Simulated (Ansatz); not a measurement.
Si2H3F3 (SMILES F[Si](F)(F)[SiH3]): the energy, rung by rung

Si2H3F3 has 8 atoms, charge 0, and is taken as a singlet. As SMILES, `F[Si](F)(F)[SiH3]`. Geometry: optimised at r2SCAN/def2-SVP.

```jsonl
{"atom": "F", "x (Å)": "1.3219", "y (Å)": "-1.0568", "z (Å)": "1.5289"}
{"atom": "Si", "x (Å)": "0.5324", "y (Å)": "-0.9868", "z (Å)": "0.1280"}
{"atom": "F", "x (Å)": "-0.5000", "y (Å)": "-2.2216", "z (Å)": "0.1070"}
{"atom": "F", "x (Å)": "1.6121", "y (Å)": "-1.2559", "z (Å)": "-1.0351"}
{"atom": "Si", "x (Å)": "-0.5501", "y (Å)": "1.0493", "z (Å)": "-0.1525"}
{"atom": "H", "x (Å)": "-1.5308", "y (Å)": "1.2303", "z (Å)": "0.9564"}
{"atom": "H", "x (Å)": "0.4641", "y (Å)": "2.1422", "z (Å)": "-0.1228"}
{"atom": "H", "x (Å)": "-1.2573", "y (Å)": "1.0423", "z (Å)": "-1.4655"}
```

Each level gives the dissociation energy of the Si5–Si2 bond into doublet SiH3 and doublet SiF3 (shapes relaxed at r2SCAN/def2-SVP, no zero-point term) (eV). The values are calculated.

| level | kind | program | value (eV) | CPU time (all runs) |
| --- | --- | --- | --- | --- |
| HF/def2-SVP | Hartree–Fock | Ansatz | 2.82 | 1.1 s |
| PBE/def2-SVP | GGA | Ansatz | 3.53 | 3.1 s |
| r2SCAN/def2-SVP | meta-GGA | Ansatz | 3.46 | 8.2 s |
| B3LYP/def2-SVP | global hybrid | Ansatz | 3.51 | 4.4 s |
| wB97M-V/def2-SVP | range-separated hybrid | Ansatz | 3.83 | 20 s |
| MP2/def2-SVP | perturbation theory | Ansatz | 3.45 | 1.4 s |

The values span 2.82 to 3.83 eV. Hartree–Fock misses the correlation of the electron pair that is broken and comes out low. Measured bond enthalpies also hold zero-point and thermal terms, a few tenths of an eV less. CPU times are rough (shared hosts, several kinds of processor): they show what a rung costs within a factor of a few.

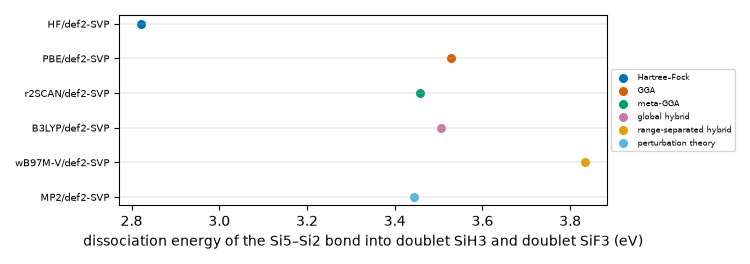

The values of the table, level by level.
